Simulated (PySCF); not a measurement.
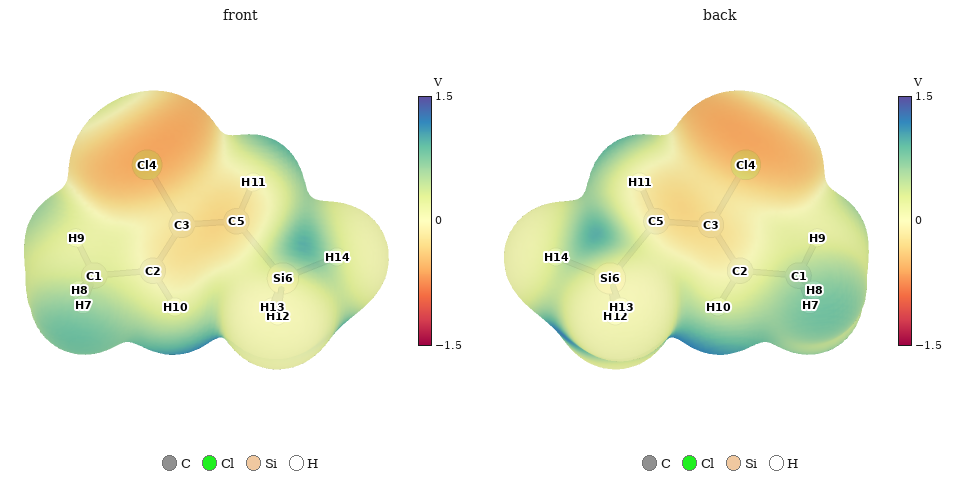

Figure 1: C$_{4}$H$_{8}$ClSi (doublet). The electrostatic potential painted on the density surface at 0.002 e/bohr³, seen from the front and from behind; the colour scale runs from red (negative) to blue (positive).

Geometry: GFN2-xTB.

These are results of PySCF, UKS B3LYP, pcH-1 on C Cl H Si, non-relativistic, mean-field spin-orbit, GIAO, not measurements.

Input file:

```
{"job": {"kind": "epr", "basis": "pcH-1"}, "charge": 0, "multiplicity": 2}
C     -2.351598    -0.579373    -0.008219
C     -0.891101    -0.344722     0.015226
C     -0.251550     0.858579    -0.140409
Cl    -1.244054     2.286165    -0.395175
C      1.113579     1.052626    -0.118303
Si     2.392772    -0.280493     0.142748
H     -2.658934    -1.126628     0.884283
H     -2.617402    -1.200206    -0.867149
H     -2.905579     0.353184    -0.066328
H     -0.259227    -1.208747     0.159983
H      1.459981     2.065416    -0.261985
H      2.208429    -0.928543     1.446433
H      2.297490    -1.306995    -0.902414
H      3.706515     0.359267     0.089144
```

Run with:

```sh
OMP_NUM_THREADS=1 python probes_run.py task.json out
```

Question: Which sites attract a positive test charge, and which a negative one?

Answer: A positive charge is drawn to the negative regions and a negative charge to the positive ones. The most negative region (about −0.6 V) lies over Cl4, the most positive (about +1.2 V) over Si6 and H10. Cl4 shows a σ-hole: about +0.3 V at the tip opposite its bond, against about −0.4 V on its flanks.
